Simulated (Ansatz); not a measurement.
# GaCl2F: reading failed and doubtful runs

2 inputs were typed for GaCl2F. Each is run as it stands; the log then has to tell whether the result can be used.

The runs use Ansatz 0.2.0, Gaussian basis; the settings change from run to run.

### 1 The molecule

The structure was relaxed beforehand with r2SCAN-D4/def2-SVP.

4 atoms, charge 0, spin multiplicity 1.

Atoms are counted from 1 here; the program's logs count them from 0.

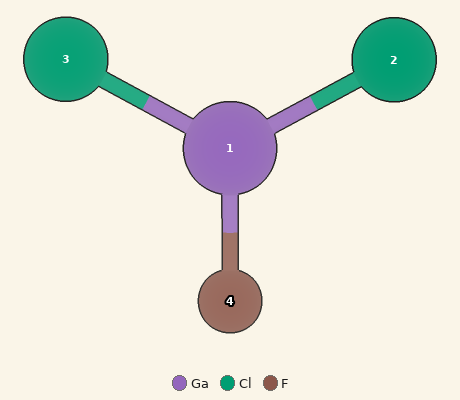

The structure; gallium purple, chlorine teal, fluorine brown; atoms are numbered from 1 in the order of the file.

### 2 Attempt 1

File in.yaml:

```yaml
crystal:
  periodic: [false, false, false]
  atoms:
    - {symbol: Xx, position_ang: [-0.044627, -0.074921, -0.000444]}
    - {symbol: Cl, position_ang: [2.595661, -0.181830, 0.018151]}
    - {symbol: Cl, position_ang: [-1.395755, 2.195993, -0.019338]}
    - {symbol: F, position_ang: [-1.155280, -1.939242, 0.001643]}
basis:
  gaussian: {orbitals: cc-pVDZ, fitting: {mean_field: cc-pVTZ-jkfit}, nuclear_model: gaussian}
magnetization: {spin_polarized: true, initial_magnetization: 2}
hamiltonian: {xc: {name: SPW92}}
scf: {omitted_lower_state_checks: [starts]}
```

Run with:

```bash
ansatz run in.yaml --threads 4 --pin off --events-out ev --progress --plain --max-ram 3916MiB
```

What it wrote:

```text
Error: YAML parse error: error: line 4 column 16: `Xx` is not an element symbol (H … Og, case-exact)
 --> <input>:4:16
  |
2 |   periodic: [false, false, false]
3 |   atoms:
4 |     - {symbol: Xx, position_ang: [-0.044627, -0.074921, -0.000444]}
  |                ^ `Xx` is not an element symbol (H … Og, case-exact)
5 |     - {symbol: Cl, position_ang: [2.595661, -0.181830, 0.018151]}
6 |     - {symbol: Cl, position_ang: [-1.395755, 2.195993, -0.019338]}
  |
```

It took 0.05 s on 4 threads of Arm Neoverse V1, shared host.

Diagnosis: Refused before any calculation. An element symbol is wrong. It also asks for charge 0 and multiplicity 3, another species or state than the molecule above. Its coordinates are also moved off the relaxed structure (shortest distance 2.17 Å, against 1.74 Å), and have to be restored too. To mend it, correct the symbol, and set charge and spin to those of the species named.

### 3 Attempt 2

File in.yaml:

```yaml
crystal:
  periodic: [false, false, false]
  atoms:
    - {symbol: Ga, position_ang: [0.034889, 0.029006, 0.147095]}
    - {symbol: Cl, position_ang: [2.265718, -0.206490, 0.014143]}
    - {symbol: Cl, position_ang: [-1.329013, 1.534399, 0.121193]}
    - {symbol: F, position_ang: [-1.062419, -1.509405, -0.151744]}
basis:
  gaussian: {orbitals: cc-pVTZ-DK}
total_charge: 4
hamiltonian: {xc: {name: PBE0}}
scf: {lower_state_search: off}
output: {forces: true}
```

The command is unchanged.

What it wrote (excerpt; [...] marks lines left out):

```text
Functional definition: PBE0
  name "PBE0"
  cite "Adamo & Barone, J. Chem. Phys. 110, 6158 (1999) doi:10.1063/1.478522"
  cite "Perdew, Burke & Ernzerhof, Phys. Rev. Lett. 77, 3865 (1996) doi:10.1103/PhysRevLett.77.3865"
  parent pbe
[...]
1172 factors; their error is unknown
[...]
mean field -80636.86045725 eV, -2963.3499641767 hartree, gradient 1.1e-6 eV, S^2 0.000000; 0 other end points of the search recorded, 0 dependent functions left out
[...]
reference -80636.86048049 eV, -2963.3499650307 hartree; 35, 35 occupied and 106, 106 virtual orbitals, 1172 factors
Total energy: -80636.86048049 eV, -2963.3499650307 hartree
Relativity: scalar
Atom 0 at     0.034889     0.029006     0.147095 Å, force     0.634903    -3.855150     0.124735 eV/Å
Atom 1 at     2.265718    -0.206490     0.014143 Å, force     3.339420    -0.471676    -0.149776 eV/Å
Atom 2 at    -1.329013     1.534399     0.121193 Å, force    -3.936094     3.199192    -0.116264 eV/Å
Atom 3 at    -1.062419    -1.509405    -0.151744 Å, force    -0.038229     1.127634     0.141304 eV/Å
Dipole moment:     0.848136     0.597885     0.062913 e Å
Checks for a lower state left out: stability, starts, cluster_reference, orbital_swaps, neighbouring_geometries, increment
```

It took 4.2 s on 4 threads of Arm Neoverse V1, shared host.

What is wrong: It ended without an error, which proves nothing about the input. The charge is far from anything that the molecule holds. Its coordinates are also moved off the relaxed structure (shortest distance 1.91 Å, against 1.74 Å), and have to be restored too. It asks for charge +4; the species has 0. Its energy belongs to another ion. Cure: type the charge that the molecule really has.

### 4 Summary

```csv
attempt,level,ended,cause,time
1,SPW92/cc-pVDZ,refused,an element symbol is wrong,0.05 s
2,PBE0/cc-pVTZ-DK,converged,the charge is far from anything that the molecule holds,4.2 s
```

In words: 1 refused, 1 converged. A refusal costs next to no computing time. The dangerous case is the input that converges on a wrong geometry, charge, spin, basis or grid: often only a look at the input shows it.
